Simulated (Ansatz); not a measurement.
## Computed frozen-phonon scan: HfO2 (fluorite)

HfO₂ (fluorite)

```xyz
6
Lattice="0.0000 5.0981 5.0981 2.5491 0.0000 2.5491 2.5491 2.5491 0.0000" Properties=species:S:1:pos:R:3 pbc="T T T"
Hf     0.0000     0.0000     0.0000
Hf     2.5491     5.0981     2.5491
O      1.2745     1.2745     1.2745
O      1.2745     3.8236     3.8236
O      3.8236     3.8236     3.8236
O      3.8236     6.3727     6.3727
```

The atoms are displaced by Q × the pattern below (from a DFPT mode at L = (0.5, 0.0, 0.0), largest move 1; Q in Å), at fixed cell. It is one choice among 2 degenerate patterns. (q is in reciprocal vectors of the primitive cell; the cell shown is doubled to hold the pattern.)

| atom | x | y | z |
|---|---|---|---|
| Hf1 | 0.005 | -0.009 | 0.014 |
| Hf2 | -0.005 | 0.009 | -0.014 |
| O3 | -0.285 | 0.520 | -0.805 |
| O4 | 0.285 | -0.520 | 0.805 |
| O5 | 0.285 | -0.520 | 0.805 |
| O6 | -0.285 | 0.520 | -0.805 |

Computed with PBE (plane waves to 420 eV, PAW, scalar-relativistic; Ansatz, a program for electronic structure). k mesh 11×11×11 (Γ-centred), Fermi-Dirac smearing 0.05 eV. Energies are smeared free energies. Compression counts positive. HfO2 is run without spin polarisation. HfO2 was relaxed with its symmetry unable to fall. Spin-orbit coupling is left out, though Hf is heavy. The PAW data are Ansatz's earlier set. This is a high-temperature form of HfO2. The zero of ΔE is the undisplaced structure.

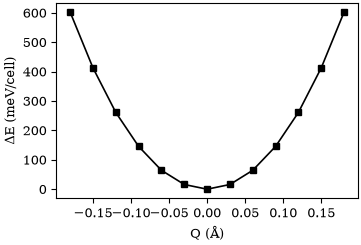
Figure: ΔE (meV/cell) against Q (Å); markers are the computed points, lines only join them.

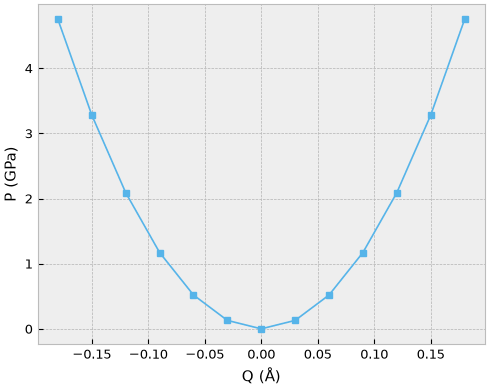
Figure: P (GPa) against Q (Å); computed points joined by lines.

The energy at Q = 0.180 Å is 603 meV/cell. Space group of the distorted cell: P-1 (No. 2), lowered from Fm-3m. Shape of the curve: a single well with its minimum at or next to zero displacement. Harmonic wavenumber from the curvature (finite differences): 388 cm⁻¹. Symmetry of the curve: even: the same for both signs.

E″ = 35.52 eV/Å², M = Σ mᵢ|uᵢ|² = 64.1 u, ν̃ = 521.5·√(|E″|/M).

(For displaced atoms, the force is minus the slope of the energy, and its curvature is a force constant, which sets phonon frequencies.)
